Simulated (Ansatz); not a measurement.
# SiNH₂ (quartet): correlated methods under varied settings at distance Si1–N2 = 3.021 Å

Aim: run SiNH₂ (quartet) at one geometry under a spread of methods and options, and see what each costs and gives.

Computed with Ansatz 0.2.0, Gaussian basis. Level: the settings change from run to run.

19 further runs of the same task are left out: 1 for a mislabelled method, 10 that didn't finish, 8 set aside as unsound or not needed.

## (1) What is computed

The geometry derives from a PBE0/def2-TZVP stationary point (not a proven minimum). One bond is set to the value named and the two fragments are kept rigid.

4 atoms, charge 0, spin multiplicity 4.

Atoms are counted from 1 here; the program's logs count them from 0.

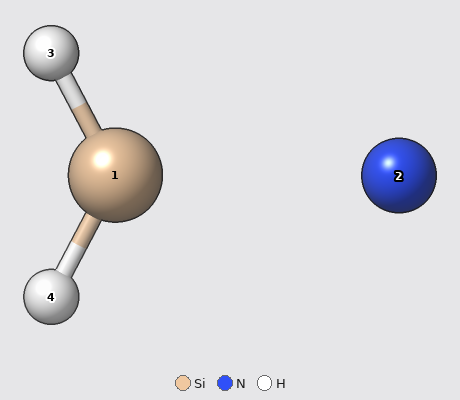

The geometry (silicon light orange, nitrogen blue, hydrogen white); atoms are numbered from 1 in the order of the file.

## (2) CASCI(9,6)/6-31G

File in.yaml:

```yaml
crystal:
  periodic: [false, false, false]
  atoms:
    - {symbol: Si, position_ang: [0.000000, 0.000000, 0.928102]}
    - {symbol: N, position_ang: [0.000000, 0.000000, -2.092898]}
    - {symbol: H, position_ang: [0.000000, 1.301958, 1.611407]}
    - {symbol: H, position_ang: [0.000000, -1.301958, 1.611407]}
basis:
  gaussian: {orbitals: 6-31G}
magnetization: {spin_polarized: false, initial_magnetization: 3}
correlation: {active_space: {window: {electrons: 9, orbitals: 6}, fixed_orbitals: true, states: [{multiplicity: 4, weights: [1, 0.5, 1, 1]}]}}
output: {forces: true}
```

Command:

```console
ansatz run in.yaml --threads 1 --pin off --events-out ev --progress --plain --max-ram 2393MiB
```

Log:

```text
Functional definition: HF
  name "HF"
  cite "Fock, Z. Phys. 61, 126 (1930) doi:10.1007/BF01340294"
  parent pbe
  exchange = exact_x
  correlation = 0
562 factors; integrals over basis functions are off by at most 4.0e-8 eV
mean field evaluation 1: about -9365.1004 eV, gradient 1.4e1 eV
mean field evaluation 2: about -9365.1440 eV, gradient 1.4e1 eV
mean field evaluation 4: about -9367.0942 eV, gradient 9.2e0 eV
mean field evaluation 8: about -9369.0463 eV, gradient 3.0e0 eV
mean field evaluation 16: about -9369.2700 eV, gradient 6.8e-6 eV
mean field evaluation 32: about -9366.0384 eV, gradient 1.0e0 eV
mean field -9369.27001760 eV, -344.3143224276 hartree, gradient 5.5e-7 eV, S^2 3.750000; 1 other end points of the search recorded, 0 dependent functions left out
reference -9369.27001760 eV, -344.3143224276 hartree; 13, 10 occupied and 13, 16 virtual orbitals, 562 factors
state -9369.27002380 eV, -344.3143226555 hartree
state -9360.56113290 eV, -343.9942768177 hartree
state -9360.55161766 eV, -343.9939271392 hartree
state -9360.19458112 eV, -343.9808062884 hartree
the calculation of the forces begins
Total energy: -9362.94193972 eV, -344.0817698548 hartree
Atom 0 at     0.000000     0.000000     0.928102 Å, force    -0.000000     0.000000    -2.631307 eV/Å
Atom 1 at     0.000000     0.000000    -2.092898 Å, force     0.000000    -0.000000     0.553044 eV/Å
Atom 2 at     0.000000     1.301958     1.611407 Å, force    -0.000000     0.217070     1.039131 eV/Å
Atom 3 at     0.000000    -1.301958     1.611407 Å, force     0.000000    -0.217070     1.039131 eV/Å
Dipole moment:    -0.000000     0.000000     2.151757 e Å
```

Wall time 0.45 s (1 thread of Intel Xeon 6975P-C, shared host).

From the report: 6 determinants; active occupations (of the averaged states) 2.00, 2.00, 1.29, 1.29, 1.29, 1.14.

## (3) MP2 on UHF/cc-pVDZ

File in.yaml:

```yaml
crystal:
  periodic: [false, false, false]
  atoms:
    - {symbol: Si, position_ang: [0.000000, 0.000000, 0.928102]}
    - {symbol: N, position_ang: [0.000000, 0.000000, -2.092898]}
    - {symbol: H, position_ang: [0.000000, 1.301958, 1.611407]}
    - {symbol: H, position_ang: [0.000000, -1.301958, 1.611407]}
basis:
  gaussian: {orbitals: cc-pVDZ, point_charges: [{charge: 0.50, position_ang: [3.270, -0.838, 0.586]}]}
magnetization: {spin_polarized: true, initial_magnetization: 3}
hamiltonian: {pseudopotentials: {relativity: none}}
correlation: {method: mp2, electrons: outside_noble_gas}
scf: {lower_state_search: full}
```

Same command.

Log (excerpt; [...] marks lines left out):

```text
Functional definition: HF
  name "HF"
  cite "Fock, Z. Phys. 61, 126 (1930) doi:10.1007/BF01340294"
  parent pbe
[...]
406 factors; integrals over basis functions are off by at most 1.2e-3 eV
[...]
mean field -9371.42280758 eV, -344.3934359999 hartree, gradient 4.4e-6 eV, S^2 4.548517; 19 other end points of the search recorded, 0 dependent functions left out
6 core orbitals not correlated: weight in the atoms' cores, before any rotation towards them, 1.000 or more for the frozen orbitals, at most 0.000 for the correlated occupied ones
reference -9371.42280758 eV, -344.3934359999 hartree; 7, 4 occupied and 29, 32 virtual orbitals, 406 factors
second order -4.01872963 eV of doubles, -0.00000000 eV of singles
Total energy: -9375.44153720 eV, -344.5411215897 hartree
```

It took 0.9 s on 1 thread of Intel Xeon 6975P-C, shared host.

From the report: ⟨S²⟩ of the determinant 4.549 (pure quartet: 3.75). The determinant is far from a pure spin state, so its energy mixes those of several spin states (harmless only where they are near-degenerate, as at dissociation).

## (4) CCSD(T) on UHF/6-31G*

File in.yaml:

```yaml
crystal:
  periodic: [false, false, false]
  atoms:
    - {symbol: Si, position_ang: [0.000000, 0.000000, 0.928102]}
    - {symbol: N, position_ang: [0.000000, 0.000000, -2.092898]}
    - {symbol: H, position_ang: [0.000000, 1.301958, 1.611407]}
    - {symbol: H, position_ang: [0.000000, -1.301958, 1.611407]}
basis:
  gaussian: {orbitals: "6-31G*"}
magnetization: {spin_polarized: true, initial_magnetization: 3}
correlation: {method: ccsd_t, electrons: outside_noble_gas}
accuracy: high
scf: {omitted_lower_state_checks: [cluster_reference]}
output: {forces: true}
```

The command is unchanged.

Log (excerpt; [...] marks lines left out):

```text
Functional definition: HF
  name "HF"
  cite "Fock, Z. Phys. 61, 126 (1930) doi:10.1007/BF01340294"
  parent pbe
[...]
693 factors; integrals over basis functions are off by at most 3.3e-9 eV
[...]
mean field -9370.65022385 eV, -344.3650440718 hartree, gradient 6.7e-8 eV, S^2 4.489245; 20 other end points of the search recorded, 0 dependent functions left out
6 core orbitals not correlated: weight in the atoms' cores, before any rotation towards them, 1.000 or more for the frozen orbitals, at most 0.000 for the correlated occupied ones
reference -9370.65022385 eV, -344.3650440718 hartree; 7, 4 occupied and 25, 28 virtual orbitals, 693 factors
second order -3.57069925 eV of doubles, -0.00000000 eV of singles
cycle   1  -4.28818975 eV  change   -7.2e-1 eV  update   6.3e-2
[...]
cycle  54  -4.60586428 eV  change   1.9e-10 eV  update  8.1e-10
perturbative correction -0.07349669 eV, -0.0027009537 hartree
WARN: the results are in doubt because among natural orbitals the method converges to other amplitudes
[...]
WARN: the results are in doubt because the forces break the atoms' symmetry
Total energy: -9375.32958483 eV, -344.5370074160 hartree
Atom 0 at     0.000000     0.000000     0.928102 Å, force     0.674072     0.000000    -2.179380 eV/Å
Atom 1 at     0.000000     0.000000    -2.092898 Å, force    -0.124341     0.000000    -0.190880 eV/Å
Atom 2 at     0.000000     1.301958     1.611407 Å, force    -0.274865     0.232086     1.185130 eV/Å
Atom 3 at     0.000000    -1.301958     1.611407 Å, force    -0.274865    -0.232086     1.185130 eV/Å
Dipole moment:    -0.047462     0.000000     0.218836 e Å
In doubt: the forces break the atoms' symmetry
In doubt: among natural orbitals the method converges to other amplitudes
Checks for a lower state left out: cluster_reference
```

Run time: 5 s. Hardware: 1 thread of Intel Xeon 6975P-C, shared host.

From the report: ⟨S²⟩ of the determinant 4.489 (pure quartet: 3.75); correlation -4.6794 eV; T1 0.026; largest double amplitude 0.04. The determinant is far from a pure spin state, so its energy mixes those of several spin states (harmless only where they are near-degenerate, as at dissociation). Mind the lines of doubt at the end of the log.

## (5) HF/cc-pVDZ

File in.yaml:

```yaml
crystal:
  periodic: [false, false, false]
  atoms:
    - {symbol: Si, position_ang: [0.000000, 0.000000, 0.928102]}
    - {symbol: N, position_ang: [0.000000, 0.000000, -2.092898]}
    - {symbol: H, position_ang: [0.000000, 1.301958, 1.611407]}
    - {symbol: H, position_ang: [0.000000, -1.301958, 1.611407]}
basis:
  gaussian: {orbitals: cc-pVDZ, fitting: {mean_field: def2-universal-jkfit}}
magnetization: {spin_polarized: true, initial_magnetization: 3}
hamiltonian: {xc: hf}
output: {orbitals: {seedname: orbitals}}
```

Launched as before.

Log:

```text
Functional definition: HF
  name "HF"
  cite "Fock, Z. Phys. 61, 126 (1930) doi:10.1007/BF01340294"
  parent pbe
  exchange = exact_x
  correlation = 0
241 factors; integrals over basis functions are off by at most 3.6e-1 eV
mean field evaluation 1: about -9368.3025 eV, gradient 1.1e1 eV
mean field evaluation 2: about -9370.1782 eV, gradient 6.2e0 eV
mean field evaluation 4: about -9370.8352 eV, gradient 8.7e-1 eV
mean field evaluation 8: about -9370.8597 eV, gradient 9.0e-6 eV
mean field evaluation 16: about -9370.2855 eV, gradient 6.3e0 eV
mean field evaluation 32: about -9370.8593 eV, gradient 1.5e-1 eV
mean field evaluation 64: about -9370.8752 eV, gradient 1.1e0 eV
mean field evaluation 96: about -9362.9987 eV, gradient 1.5e1 eV
mean field evaluation 128: about -9371.3752 eV, gradient 1.2e-5 eV
mean field -9371.37515513 eV, -344.3916848050 hartree, gradient 1.2e-5 eV, S^2 4.506612; 8 other end points of the search recorded, 0 dependent functions left out
reference -9371.37515513 eV, -344.3916848050 hartree; 13, 10 occupied and 29, 32 virtual orbitals, 241 factors
Total energy: -9371.37515513 eV, -344.3916848050 hartree
```

Wall time 0.75 s (1 thread of Intel Xeon 6975P-C, shared host).

From the report: ⟨S²⟩ of the determinant 4.507 (pure quartet: 3.75). The determinant is far from a pure spin state, so its energy mixes those of several spin states (harmless only where they are near-degenerate, as at dissociation).

## (6) CCSD on ROHF/6-31G*

File in.yaml:

```yaml
crystal:
  periodic: [false, false, false]
  atoms:
    - {symbol: Si, position_ang: [0.000000, 0.000000, 0.928102]}
    - {symbol: N, position_ang: [0.000000, 0.000000, -2.092898]}
    - {symbol: H, position_ang: [0.000000, 1.301958, 1.611407]}
    - {symbol: H, position_ang: [0.000000, -1.301958, 1.611407]}
basis:
  gaussian: {orbitals: "6-31G*"}
magnetization: {spin_polarized: false, initial_magnetization: 3}
correlation: {method: ccsd, electrons: outside_noble_gas, diis_vectors: 1}
scf: {lower_state_search: off}
```

Same command.

Log (excerpt; [...] marks lines left out):

```text
Functional definition: HF
  name "HF"
  cite "Fock, Z. Phys. 61, 126 (1930) doi:10.1007/BF01340294"
  parent pbe
[...]
365 factors; integrals over basis functions are off by at most 8.3e-4 eV
[...]
mean field -9370.08601888 eV, -344.3443099213 hartree, gradient 7.6e-6 eV, S^2 3.750000; 0 other end points of the search recorded, 0 dependent functions left out
6 core orbitals not correlated: weight in the atoms' cores, before any rotation towards them, 1.000 or more for the frozen orbitals, at most 0.000 for the correlated occupied ones
reference -9370.08601888 eV, -344.3443099213 hartree; 7, 4 occupied and 25, 28 virtual orbitals, 365 factors
second order -3.91444942 eV of doubles, -0.06089281 eV of singles
cycle   1  -4.77169596 eV  change   -8.0e-1 eV  update   7.1e-2
[...]
cycle  19  -5.11847837 eV  change    9.7e-7 eV  update   1.1e-5
Total energy: -9375.20449725 eV, -344.5324105322 hartree
Checks for a lower state left out: stability, starts, cluster_reference, orbital_swaps, neighbouring_geometries, increment
```

Run time: 0.57 s. Hardware: 1 thread of Intel Xeon 6975P-C, shared host.

From the report: correlation -5.1185 eV; T1 0.016; largest double amplitude 0.15.

## (7) MRCISD+Q(relaxed)(7,6)/6-31G

Changes to in.yaml since step 6:

```diff
@@ -8,5 +8,4 @@
 basis:
-  gaussian: {orbitals: "6-31G*"}
+  gaussian: {orbitals: 6-31G, point_charges: [{charge: 1.00, position_ang: [4.614, -0.713, 0.468]}]}
 magnetization: {spin_polarized: false, initial_magnetization: 3}
-correlation: {method: ccsd, electrons: outside_noble_gas, diis_vectors: 1}
-scf: {lower_state_search: off}
+correlation: {method: fic_mrcisd_q_relaxed, electrons: all, active_space: {window: {electrons: 7, orbitals: 6}}}
```

The command is unchanged.

Log (excerpt; [...] marks lines left out):

```text
Functional definition: HF
  name "HF"
  cite "Fock, Z. Phys. 61, 126 (1930) doi:10.1007/BF01340294"
  parent pbe
[...]
336 factors; integrals over basis functions are off by at most 2.0e-4 eV
[...]
mean field -9369.21112935 eV, -344.3121583242 hartree, gradient 2.7e-6 eV, S^2 3.750000; 1 other end points of the search recorded, 0 dependent functions left out
reference -9369.21112935 eV, -344.3121583242 hartree; 13, 10 occupied and 13, 16 virtual orbitals, 336 factors
state -9370.21574919 eV, -344.3490774224 hartree
contracted CI cycle   1: correlation 0.00000000 eV, 0.0000000000 hartree, residual 1.29e1 eV
contracted CI cycle   2: correlation -2.38518393 eV, -0.0876538925 hartree, residual 2.80e0 eV
contracted CI cycle   3: correlation -2.45901788 eV, -0.0903672403 hartree, residual 9.74e-1 eV
contracted CI cycle   4: correlation -2.47657811 eV, -0.0910125667 hartree, residual 4.64e-1 eV
contracted CI cycle   5: correlation -2.47878821 eV, -0.0910937866 hartree, residual 1.03e-1 eV
contracted CI cycle   6: correlation -2.47896583 eV, -0.0911003141 hartree, residual 4.44e-2 eV
contracted CI cycle   7: correlation -2.47900457 eV, -0.0911017377 hartree, residual 2.05e-2 eV
contracted CI cycle   8: correlation -2.47901192 eV, -0.0911020078 hartree, residual 8.40e-3 eV
contracted CI cycle   9: correlation -2.47901321 eV, -0.0911020550 hartree, residual 3.73e-3 eV
contracted CI cycle  10: correlation -2.47901349 eV, -0.0911020653 hartree, residual 1.87e-3 eV
state -9370.21574919 eV, -344.3490774224 hartree; corrected -9372.83421218 eV, -344.4453041624 hartree
Total energy: -9372.83421218 eV, -344.4453041624 hartree
```

Wall time 0.99 s (1 thread of Intel Xeon 6975P-C, shared host).

From the report: 90 determinants; active occupations 2.00, 1.29, 1.04, 1.00, 0.96, 0.71.

## (8) CASSCF(7,5)/cc-pVDZ

File in.yaml:

```yaml
crystal:
  periodic: [false, false, false]
  atoms:
    - {symbol: Si, position_ang: [0.000000, 0.000000, 0.928102]}
    - {symbol: N, position_ang: [0.000000, 0.000000, -2.092898]}
    - {symbol: H, position_ang: [0.000000, 1.301958, 1.611407]}
    - {symbol: H, position_ang: [0.000000, -1.301958, 1.611407]}
basis:
  gaussian: {orbitals: cc-pVDZ}
magnetization: {spin_polarized: false, initial_magnetization: 3}
correlation: {active_space: {window: {electrons: 7, orbitals: 5}, states: [{multiplicity: 4, weights: [1, 1, 0.5]}]}}
scf: {lower_state_search: off}
```

Launched as before.

Log (excerpt; [...] marks lines left out):

```text
Functional definition: HF
  name "HF"
  cite "Fock, Z. Phys. 61, 126 (1930) doi:10.1007/BF01340294"
  parent pbe
[...]
766 factors; integrals over basis functions are off by at most 1.6e-7 eV
[...]
mean field -9370.77384937 eV, -344.3695872256 hartree, gradient 8.0e-6 eV, S^2 3.750000; 0 other end points of the search recorded, 0 dependent functions left out
reference -9370.77384937 eV, -344.3695872256 hartree; 13, 10 occupied and 29, 32 virtual orbitals, 766 factors
state -9369.31238221 eV, -344.3158792982 hartree
state -9365.55441663 eV, -344.1777766105 hartree
state -9364.94856593 eV, -344.1555120077 hartree
Total energy: -9366.93643272 eV, -344.2285647650 hartree
Checks for a lower state left out: stability, starts, cluster_reference, orbital_swaps, neighbouring_geometries, increment
```

Run time: 0.48 s. Hardware: 1 thread of Intel Xeon 6975P-C, shared host.

From the report: 10 determinants; active occupations (of the averaged states) 2.00, 1.40, 1.40, 1.20, 1.00.

## (9) CASSCF(5,4)/cc-pVDZ

Changes to in.yaml since step 8:

```diff
@@ -10,3 +10,3 @@
 magnetization: {spin_polarized: false, initial_magnetization: 3}
-correlation: {active_space: {window: {electrons: 7, orbitals: 5}, states: [{multiplicity: 4, weights: [1, 1, 0.5]}]}}
-scf: {lower_state_search: off}
+correlation: {active_space: {window: {electrons: 5, orbitals: 4}, states: [{multiplicity: 4, weights: [1, 1, 1]}], root: 2}}
+output: {forces: true}
```

Launched as before.

Log (excerpt; [...] marks lines left out):

```text
Functional definition: HF
  name "HF"
  cite "Fock, Z. Phys. 61, 126 (1930) doi:10.1007/BF01340294"
  parent pbe
[...]
766 factors; integrals over basis functions are off by at most 1.6e-7 eV
[...]
mean field -9370.77384937 eV, -344.3695872256 hartree, gradient 8.0e-6 eV, S^2 3.750000; 1 other end points of the search recorded, 0 dependent functions left out
reference -9370.77384937 eV, -344.3695872256 hartree; 13, 10 occupied and 29, 32 virtual orbitals, 766 factors
state -9367.41873912 eV, -344.2462891983 hartree
state -9366.76875253 eV, -344.2224026317 hartree
state -9366.74074543 eV, -344.2213733896 hartree
[...]
Total energy: -9366.74074543 eV, -344.2213733896 hartree
Atom 0 at     0.000000     0.000000     0.928102 Å, force    -0.000002     0.000000    -1.302574 eV/Å
Atom 1 at     0.000000     0.000000    -2.092898 Å, force     0.000000     0.000000     1.162964 eV/Å
Atom 2 at     0.000000     1.301958     1.611407 Å, force     0.000001     0.056339     0.069805 eV/Å
Atom 3 at     0.000000    -1.301958     1.611407 Å, force     0.000001    -0.056339     0.069805 eV/Å
Dipole moment:     0.000000     0.000000     0.242553 e Å
```

Wall time 1.4 s (1 thread of Intel Xeon 6975P-C, shared host).

From the report: 4 determinants; active occupations (of the averaged states) 1.33, 1.33, 1.33, 1.00.

## (10) BCCD on UHF/STO-3G

File in.yaml:

```yaml
crystal:
  periodic: [false, false, false]
  atoms:
    - {symbol: Si, position_ang: [0.000000, 0.000000, 0.928102]}
    - {symbol: N, position_ang: [0.000000, 0.000000, -2.092898]}
    - {symbol: H, position_ang: [0.000000, 1.301958, 1.611407]}
    - {symbol: H, position_ang: [0.000000, -1.301958, 1.611407]}
basis:
  gaussian: {orbitals: STO-3G}
magnetization: {spin_polarized: true, initial_magnetization: 3}
correlation: {method: bccd, electrons: all}
output: {forces: true}
```

The command is unchanged.

Log (excerpt; [...] marks lines left out):

```text
Functional definition: HF
  name "HF"
  cite "Fock, Z. Phys. 61, 126 (1930) doi:10.1007/BF01340294"
  parent pbe
[...]
177 factors; integrals over basis functions are off by at most 2.5e-5 eV
[...]
mean field -9261.41969908 eV, -340.3508963256 hartree, gradient 1.3e-6 eV, S^2 4.353599; 15 other end points of the search recorded, 0 dependent functions left out
determinant -9261.41969908 eV, -340.3508963256 hartree, with singles and doubles -9262.61651394 eV, -340.3948784605 hartree
determinant -9260.51918949 eV, -340.3178032083 hartree, with singles and doubles -9262.32579661 eV, -340.3841947956 hartree
determinant -9260.30289883 eV, -340.3098546734 hartree, with singles and doubles -9262.21585622 eV, -340.3801545606 hartree
determinant -9259.43330072 eV, -340.2778975323 hartree, with singles and doubles -9258.47681370 eV, -340.2427472824 hartree
[...]
reference -9261.41969908 eV, -340.3508963256 hartree; 13, 10 occupied and 3, 6 virtual orbitals, 177 factors
second order -0.77449843 eV of doubles, -0.00000000 eV of singles
cycle   1  -1.21550593 eV  change   -9.1e-3 eV  update   8.2e-3
[...]
cycle  34  -1.20638329 eV  change    2.9e-7 eV  update   8.3e-7
WARN: the results are in doubt because among natural orbitals full CI differs from the method by -0.155 eV
[...]
WARN: the results are in doubt because the forces break the atoms' symmetry
Total energy: -9262.62608237 eV, -340.3952300938 hartree
Atom 0 at     0.000000     0.000000     0.928102 Å, force    -0.265893     0.000000    -3.932764 eV/Å
Atom 1 at     0.000000     0.000000    -2.092898 Å, force     0.049051     0.000000    -0.305481 eV/Å
Atom 2 at     0.000000     1.301958     1.611407 Å, force     0.108421    -0.551482     2.119123 eV/Å
Atom 3 at     0.000000    -1.301958     1.611407 Å, force     0.108421     0.551482     2.119123 eV/Å
Dipole moment:     0.013640     0.000000     0.199234 e Å
In doubt: the forces break the atoms' symmetry
In doubt: among natural orbitals full CI differs from the method by -0.155 eV
```

It took 1.8 s on 1 thread of Intel Xeon 6975P-C, shared host.

From the report: ⟨S²⟩ of the determinant 4.354 (pure quartet: 3.75); correlation -1.2064 eV; largest double amplitude 0.07. The determinant is far from a pure spin state, so its energy mixes those of several spin states (harmless only where they are near-degenerate, as at dissociation). Mind the lines of doubt at the end of the log.

## (11) The runs in one table

Where basis and cores are those of an earlier RCCSDT(Q)/cc-pVDZ run (-9376.6444 eV), and the state is the same kind, the miss against it is given. † marks a result that the program doubts.

| level | correlated | functions | energy (eV) | from RCCSDT(Q) (meV) | time |
| --- | --- | --- | --- | --- | --- |
| CASCI(9,6)/6-31G (mean of several states) |  | 26 | -9362.9419 |  | 0.45 s |
| MP2 on UHF/cc-pVDZ (beside a point charge) | outside noble gas | 42 | -9375.4415 |  | 0.9 s |
| CCSD(T) on UHF/6-31G* † | outside noble gas | 38 | -9375.3296 |  | 5 s |
| HF/cc-pVDZ |  | 42 | -9371.3752 | 5269.2 | 0.75 s |
| CCSD on ROHF/6-31G* | outside noble gas | 38 | -9375.2045 |  | 0.57 s |
| MRCISD+Q(relaxed)(7,6)/6-31G (beside a point charge) | all | 26 | -9372.8342 |  | 0.99 s |
| CASSCF(7,5)/cc-pVDZ (mean of several states) |  | 42 | -9366.9364 |  | 0.48 s |
| CASSCF(5,4)/cc-pVDZ (excited root 2 of an average) |  | 42 | -9366.7407 |  | 1.4 s |
| BCCD on UHF/STO-3G † | all | 16 | -9262.6261 |  | 1.8 s |

## (12) Outcome

```
quantity                                              value
    runs                                                  9
quickest  CASCI(9,6)/6-31G (mean of several states), 0.45 s
 slowest                       CCSD(T) on UHF/6-31G* †, 5 s
```

**Reading.** Total energies in different bases, with other cores or another treatment of relativity can't be set against each other. CCSD(T) on UHF/6-31G* † took 11 times as long as CASCI(9,6)/6-31G (mean of several states); the jobs differ in more than the method. Hartree-Fock, CASSCF and CASCI lack dynamic correlation by design.
